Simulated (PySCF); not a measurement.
# C5H9ClFSi (SMILES C/C=C(\[SiH2])[C@H](Cl)CF) (doublet): what the fields show

The calculation's input:

```
{"job": {"kind": "epr", "basis": "pcH-1"}, "charge": 0, "multiplicity": 2}
C      2.431852    -0.003951     0.801128
C      1.196333    -0.645572     0.270795
C      0.143515     0.022775    -0.252466
Si     0.019489     1.852063    -0.437325
C     -1.050757    -0.778314    -0.676377
Cl    -1.550969    -0.328150    -2.347288
C     -2.245057    -0.619340     0.257568
F     -2.557066     0.697633     0.468048
H      2.865260    -0.610932     1.593944
H      2.214992     0.988583     1.191238
H      3.182807     0.097627     0.015091
H      1.173109    -1.727973     0.307153
H     -1.140242     2.452306    -1.055057
H      1.260236     2.603961    -0.508332
H     -0.811543    -1.845223    -0.722704
H     -3.139131    -1.099070    -0.152853
H     -1.999827    -1.044391     1.237528
```

Command:

```sh
OMP_NUM_THREADS=1 python probes_run.py task.json out
```

Geometry: GFN2-xTB.

Theory: UKS B3LYP, pcH-1 on C Cl F H Si, non-relativistic, mean-field spin-orbit, GIAO (PySCF).

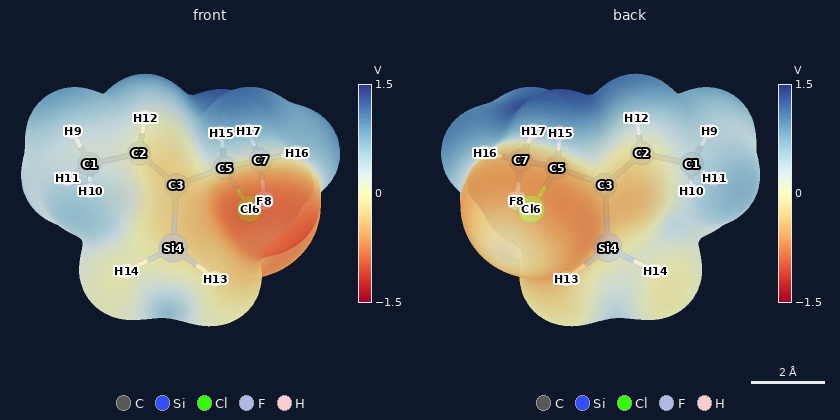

Figure 1. The molecular electrostatic potential painted on the density surface at 0.002 e/bohr³, seen from the front and from behind; red is negative and blue positive.

Question: Describe the electrostatic potential map.

Answer: The most negative region (about −1.0 V) lies over F8, the most positive (about +1.3 V) over C7 and H15.

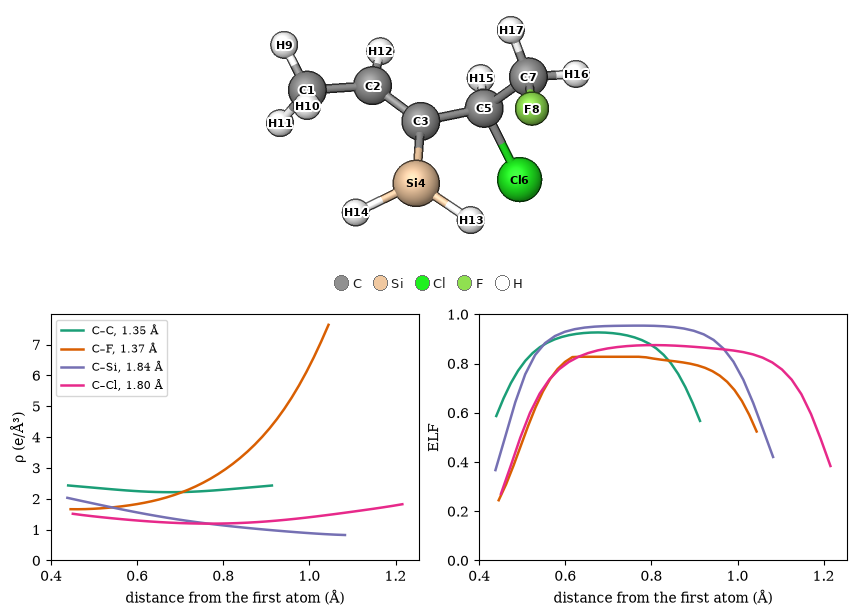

Figure 2. Electron density and ELF along straight lines between neighbouring atoms. The curves leave out the atomic cores. The structure is drawn too.

Question: Compare the contacts.

Answer: C–C (1.35 Å): ρ at the midpoint is about 2.2 e/Å³; the ELF peaks at about 0.95 between the atoms: localised, covalent bonding.
C–F (1.37 Å): the density is about 2.1 e/Å³ at the midpoint, with its minimum of 1.7 e/Å³ about 0.5 Å from C; the ELF peaks at about 0.85 between the atoms; a shared but strongly polarised pair.
C–Si (1.84 Å): ρ at the midpoint is about 0.97 e/Å³; the ELF peaks at about 0.95 between the atoms (localised, covalent bonding).
C–Cl (1.80 Å): ρ is about 1.3 e/Å³ halfway; the ELF peaks at about 0.85 between the atoms (localised, covalent bonding).
